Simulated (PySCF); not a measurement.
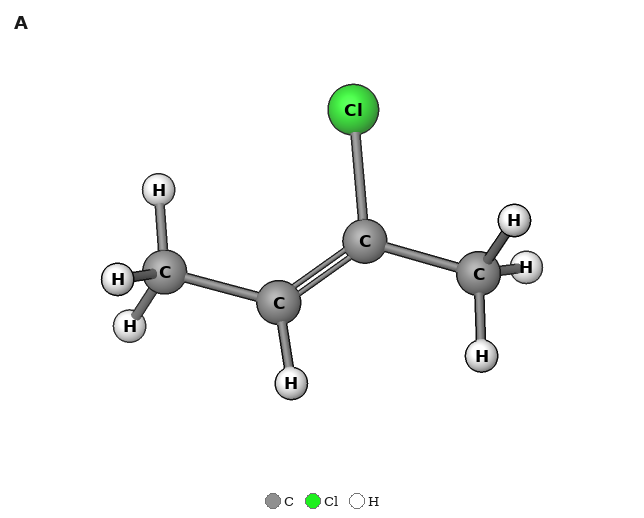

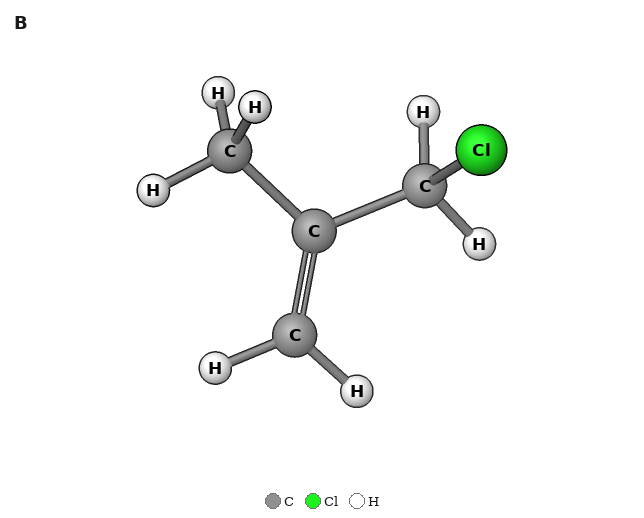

2 stationary structures of one formula. Geometries: GFN2-xTB. Electronic energies: PBE0/pcSseg-1 (PySCF 2.14.0), without zero-point energy. No frequency run is at hand to confirm each as a minimum. Each is one conformer, not always the lowest.

**Rank them by energy, lowest first.**

A is lowest; B lies 4.1 kcal/mol above it. A is `C/C=C(/C)Cl`, B is `C=C(C)CCl`.
